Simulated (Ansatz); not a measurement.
Sn3PbSe4

Input

```
crystal:
  lattice:
    - [4.3150201, -6.1027561, 0.0]
    - [4.3150201, 6.1027561, 0.0]
    - [0.0, 0.0, 4.3153571]
  atoms:
    - { symbol: Sn, position: [0.0, 0.5, 0.0] }
    - { symbol: Sn, position: [0.0, 0.0, 0.5] }
    - { symbol: Sn, position: [0.5, 0.0, 0.0] }
    - { symbol: Pb, position: [0.5, 0.5, 0.5] }
    - { symbol: Se, position: [0.755324, 0.755324, 0.0] }
    - { symbol: Se, position: [0.752631, 0.247369, 0.5] }
    - { symbol: Se, position: [0.244676, 0.244676, 0.0] }
    - { symbol: Se, position: [0.247369, 0.752631, 0.5] }
basis:
  ecutwfc: 420
kpoints:
  mp_grid: { grid: [6, 6, 8] }
  band_path:
    path:
      - [[0.0, 0.0, 0.0], [-0.5, 0.5, 0.0], [-0.37498377, 0.62501623, 0.0]]
      - [[0.37498377, 0.37498377, 0.0], [0.0, 0.0, 0.0], [0.0, 0.0, 0.5], [0.37498377, 0.37498377, 0.5]]
      - [[-0.37498377, 0.62501623, 0.5], [-0.5, 0.5, 0.5], [-0.5, 0.5, 0.0]]
      - [[0.0, 0.0, 0.0], [0.0, 0.5, 0.0], [0.0, 0.5, 0.5], [0.0, 0.0, 0.5], [-0.5, 0.5, 0.5]]
    npoints: 14
hamiltonian:
  xc: pbesol
scf:
  occupations: { method: gaussian, width: 0.01 }
  n_extra_bands: 20
output:
  forces: true
  stress: true
  eigenvalues: true
  populations: true
  dos: { projected: true, de: 0.02, nscf_kmesh: { grid: [8, 8, 10] } }
  bader: true
  write_density: true
  write_potential: true
  elf: true
  volumetric_format: npy
```

Run with:

```sh
ansatz run input.yaml --threads 4 --pin off --max-ram 8192MiB --backend cpu --events-out ev --progress --plain --runs-dir out
```

Below, planes, directions and counts refer to the conventional cell (a = 8.63 Å, b = 12.21 Å, c = 4.32 Å, α = 90.00°, β = 90.00°, γ = 90.00°).

Space group Cmmm; a structure generated by program, which may or may not match a known phase; computed pressure about −3 GPa in this cell.

The calculation used Ansatz, DFT PBEsol, scalar-relativistic, plane waves, PAW.

> Predict the valence pseudo-density and electron localisation function between the atoms.

Sn–Se (3.02 Å): ρ at the midpoint is about 0.22 e/Å³; the ELF is about 0.40 at the midpoint.
Pb–Se (3.08 Å): ρ at the midpoint is about 0.21 e/Å³; the ELF is about 0.30 at the midpoint.
Bader's partition of the density gives Sn +0.85, Pb +0.83 and Se −0.84 e.

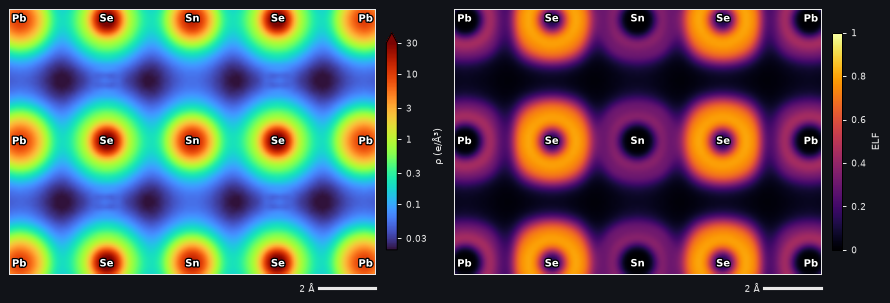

Computed valence pseudo-density and electron localisation function on the (100) plane of the conventional cell, in this order. 

Core electrons are frozen (PAW), and the valence fields are smoothed inside the atomic spheres.
